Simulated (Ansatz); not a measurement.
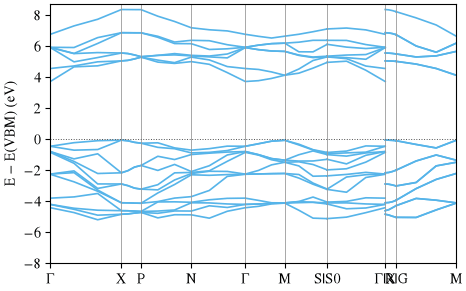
Band structure from HSE06 in the plane-wave PAW code Ansatz

Read off the gap and where the band edges lie.

About 3.7 eV (3.72 eV among the points solved); maximum on the Γ–X line, 86 % of the way from Γ, minimum at Γ.

The material is TiO2 (anatase, space group No. 141).

Space group I4_1/amd (anatase). The HSE06 relaxation kept the symmetry of its start. The run is not spin-polarised. The hybrid was solved on a coarse mesh, the path and, where they were found, the r²SCAN edge points; its band edges are the extreme levels among these.

Potentials: the earlier of the program's two PAW sets. The files were generated under PBE; for other functionals the program regenerates the frozen cores, and for LDA and PBEsol the local potential too.
